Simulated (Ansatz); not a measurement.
**C₂H₇FGaN: a ladder of functionals and wavefunction methods**

Aim: compute C₂H₇FGaN with functionals from several rungs and with coupled cluster, and see how far each lands from CCSD(T) at the basis-set limit for the atomisation energy.

Method: functionals in def2-TZVPP, the program's frozen cores in correlated methods; program: Ansatz 0.2.0, Gaussian basis.

Levels to be run: PBE-D4, r2SCAN-D4, PBE0-D4, B3LYP-D4, ωB97X-V, ωB97M-V, B2PLYP; CCSD(T)/def2-TZVPP; MP2/def2-QZVPP; extrapolation to the limit.

### Step 1. The relaxed structure

An earlier PBE0-D4 in a triple-zeta def2 set relaxation fixed the geometry.

SMILES `[CH3][Ga]([NH2])[CH2]F`, 12 atoms, charge 0, spin multiplicity 1.

Atoms are counted from 1 here; the program's logs count them from 0.

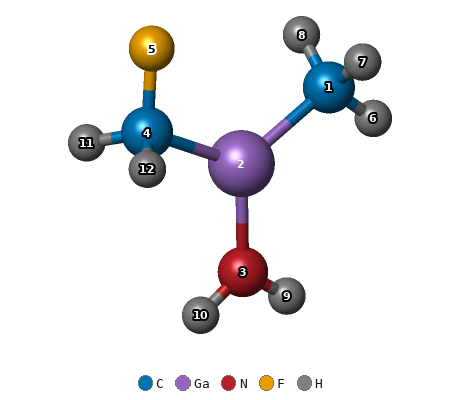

The geometry (carbon blue, gallium purple, nitrogen red, fluorine amber, hydrogen grey); atoms are numbered from 1 in the order of the file.

### Step 2. PBE-D4 (GGA)

The input, in.yaml:

```yaml
crystal:
  periodic: [false, false, false]
  atoms:
    - {symbol: C, position_ang: [-1.748422, 0.567325, -0.495577]}
    - {symbol: Ga, position_ang: [0.019771, -0.164324, -0.079303]}
    - {symbol: N, position_ang: [0.505078, -1.785012, -0.754129]}
    - {symbol: C, position_ang: [1.390415, 0.732062, 1.056058]}
    - {symbol: F, position_ang: [0.920448, 1.962393, 1.520619]}
    - {symbol: H, position_ang: [-2.327182, -0.108767, -1.126284]}
    - {symbol: H, position_ang: [-1.648892, 1.525879, -1.009855]}
    - {symbol: H, position_ang: [-2.307141, 0.752058, 0.424629]}
    - {symbol: H, position_ang: [-0.088818, -2.345571, -1.341405]}
    - {symbol: H, position_ang: [1.390272, -2.234166, -0.592869]}
    - {symbol: H, position_ang: [1.653799, 0.125261, 1.929347]}
    - {symbol: H, position_ang: [2.317673, 0.917463, 0.502871]}
basis:
  gaussian: {orbitals: def2-TZVPP}
hamiltonian: {xc: pbe, dispersion: d4}
output: {forces: true, orbitals: {seedname: orbitals}}
```

The run is started by

```console
ansatz run in.yaml --threads 4 --pin off --events-out ev --progress --plain --max-ram 10444MiB
```

After this run come: r2SCAN-D4 (meta-GGA); PBE0-D4 (hybrid); B3LYP-D4 (hybrid); ωB97X-V (range-separated); ωB97M-V (range-separated); B2PLYP (double hybrid); CCSD(T) in def2-TZVPP; MP2 in def2-QZVPP.

**Question.** What will the summary of the whole plan be? Wanted: atomisation energy, CCSD(T)/CBS; farthest; mean size of error, hybrid; mean size of error, range-separated; gap, smallest and largest; T1 diagnostic; triples share of the correlation energy.

The runs gave:

| quantity | value |
| --- | --- |
| atomisation energy, CCSD(T)/CBS | 1003.7 kcal/mol |
| functionals within 10.0 kcal/mol (1.0 %) | r2SCAN-D4, PBE0-D4, B3LYP-D4, ωB97X-V, ωB97M-V |
| farthest | PBE-D4 (+15.2 kcal/mol) |
| mean size of error, hybrid | 4.4 kcal/mol |
| mean size of error, range-separated | 1.2 kcal/mol |
| gap, smallest and largest | 5.03 eV (PBE-D4), 11.61 eV (ωB97X-V) |
| T1 diagnostic | 0.0123 |
| triples share of the correlation energy | 3.6 % |

What this shows: PBE-D4 misses by +15.2 kcal/mol. Double hybrids carry the basis error of their MP2 part in triple zeta, and no dispersion term here, so their miss is partly the set-up's. Misses under about 10.0 kcal/mol are within the doubt on the reference itself, which lacks core-valence correlation, relativity and higher excitations, and its outer-core shells are covered unevenly. Hartree-Fock recovers 71 % of the binding; the rest is correlation. Orbital gaps span 5.0 to 11.6 eV; exact exchange widens them. Correlated methods include outer-core shells of Ga, which these sets cover unevenly.
